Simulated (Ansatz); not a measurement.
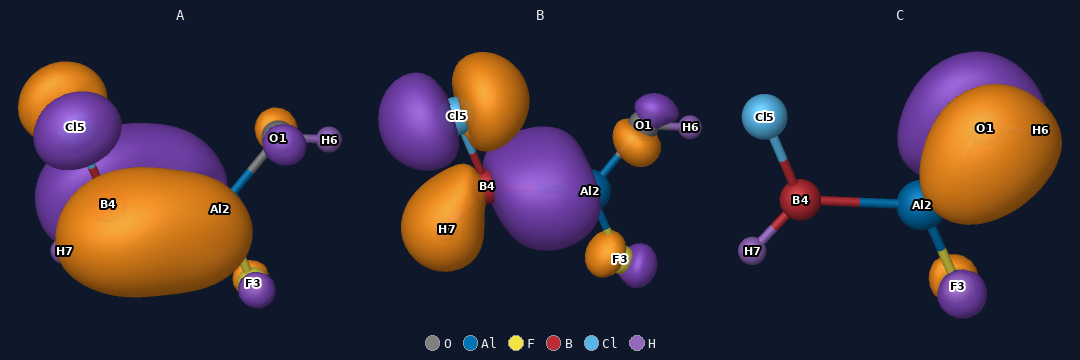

AlBClFH₂O (SMILES [OH][Al]([F])[BH]Cl). Three frontier orbitals at ±0.1 Å⁻³ᐟ² (orange and purple are the two phases), in no order.

These are results of RKS PBE0/cc-pVDZ (Ansatz 0.2.0), not measurements.

```xyz
7

O    -0.6439    1.1659   -1.3862
Al   -0.4125   -0.2718   -0.4686
F    -1.1904   -1.6879   -0.9868
B     0.8115   -0.2943    1.2723
Cl    1.6383    1.1674    1.7666
H    -1.1984    1.1768   -2.1730
H     0.9954   -1.2562    1.9757
```

Q: Order the three orbitals by energy and name them.

A: C is the HOMO−1 (−9.18 eV). By Hirshfeld shares it lies mainly on O1 (about 80 %); it changes sign across the molecular plane (π type). B is the HOMO (−7.87 eV). Its weight (Hirshfeld) is mainly on Cl5 (about 35 %), B4 (about 25 %), Al2 (about 20 %) and H7 (about 10 %); it is symmetric in the molecular plane (an in-plane orbital: σ, lone-pair or in-plane π type). A is the LUMO (−2.79 eV). By Hirshfeld shares it lies mainly on B4 (about 50 %), Al2 (about 25 %) and Cl5 (about 15 %); it changes sign across the molecular plane (π type); π-bonding across Al2–B4; π-antibonding (a node) across B4–Cl5.

Q: What is the HOMO–LUMO gap?

A: 5.08 eV between the orbital energies.
